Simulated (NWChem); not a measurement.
# MP2/aug-pcseg-2 run of SiS (SMILES [Si-]#[S+])

What is the electronic atomisation energy of SiS at MP2/aug-pcseg-2? 

The results are computed with NWChem 7.3.0.

**1. The structure to begin with**

SiS: 2 atoms, total charge 0, spin state singlet. SMILES: `[Si-]#[S+]`. The bond length is the measured one.

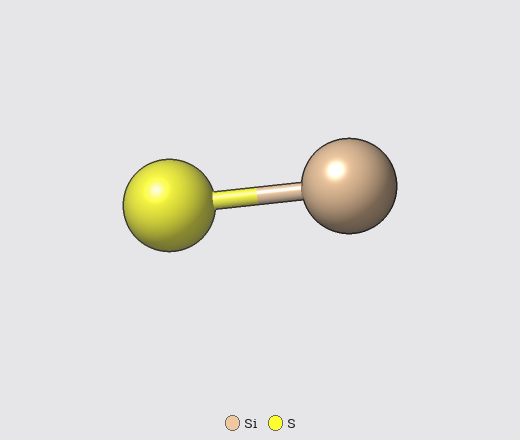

Viewed from a chosen angle; silicon light orange, sulfur yellow.

**2. A single-point energy at MP2/aug-pcseg-2**

The input, nw.nw:

```
start nw
memory 2200 mb
charge 0

geometry units angstroms noautosym nocenter noautoz
  Si     0.000000     0.000000     0.000000
  S      0.000000     0.000000     1.929321
end

basis spherical bse
  * library aug-pcseg-2
end

scf
  thresh 1e-08
  maxiter 80
  print low
end

mp2
  freeze core 10
  tight
end

task mp2 energy
```

The run is started by

```sh
$ nwchem nw.nw > nw.out
```

Output:

```text
[...]
  functions       =   100
[...]
  wavefunction    = RHF
[...]
         Total SCF energy =   -686.495058376423
      One-electron energy =  -1073.642918375622
      Two-electron energy =    325.708781807477
 Nuclear repulsion energy =     61.439078191723
        Time for solution =     11.5s
[...]
          Total MP2 energy          -686.750214993124
[...]
```

Run time: 14 s. Hardware: 1 thread of AMD EPYC 9R45 (Zen 5), shared host; peak memory 0.18 GiB.

**3. The S atom**

The input, s.nw:

```
start s
title "S"
memory stack 880 mb heap 220 mb global 1100 mb

geometry units angstrom noautosym nocenter noautoz
 S     0.000000    0.000000    0.000000
end

basis spherical bse
 * library aug-pcseg-2
end

scf
 triplet
 uhf
 thresh 1e-08
 maxiter 80
 print low
end

mp2
 freeze core 5
 tight
end

task mp2
```

Run the same way, it converges to -397.61561 Eh (log not shown).

**4. The Si atom**

The input, si.xyz:

```xyz
1

Si     0.000000     0.000000     0.000000
```

The input, si.nw:

```
start si
memory stack 880 mb heap 220 mb global 1100 mb

geometry noautosym nocenter noautoz
 load si.xyz
end

basis spherical bse
 * library aug-pcseg-2
end

scf
 triplet
 uhf
 thresh 1e-08
 maxiter 80
 noprint "final vectors analysis"
end

mp2
 freeze core 5
 tight
end

task mp2 energy
```

The run is started by

```sh
$ nwchem si.nw > si.out
```

Output:

```text
[...]
  functions       =    50
[...]
  wavefunction    = UHF
[...]
         Total SCF energy =   -288.848765869901
      One electron energy =   -400.755174112191
      Two electron energy =    111.906408242289
 Nuclear repulsion energy =      0.000000000000
                       Sz =      1.0000
                 Sz(Sz+1) =      2.0000
                      S^2 =      2.0122
[...]
          Total MP2 energy          -288.901461607851
[...]
```

Run time: 2.6 s. Hardware: 1 thread of AMD EPYC 9R45 (Zen 5), shared host; peak memory 0.11 GiB.

**5. Summary of results**

At MP2/aug-pcseg-2, 10 core orbitals frozen:

| quantity | value |
| --- | --- |
| molecule: total energy | -686.75021 Eh |
| molecule: correlation energy (10 core orbitals frozen) | -255.2 mEh |
| S atom: total energy | -397.61561 Eh |
| S atom: correlation energy (5 core orbitals frozen) | -113.0 mEh |
| S atom: ⟨S²⟩ of the reference determinant | 2.012 |
| Si atom: total energy | -288.90146 Eh |
| Si atom: correlation energy (5 core orbitals frozen) | -52.7 mEh |
| Si atom: ⟨S²⟩ of the reference determinant | 2.012 |
| electronic atomisation energy | 6.344 eV |

Taking the molecule apart into free atoms costs 6.34 eV (146 kcal/mol), before zero-point energy and without spin-orbit coupling.
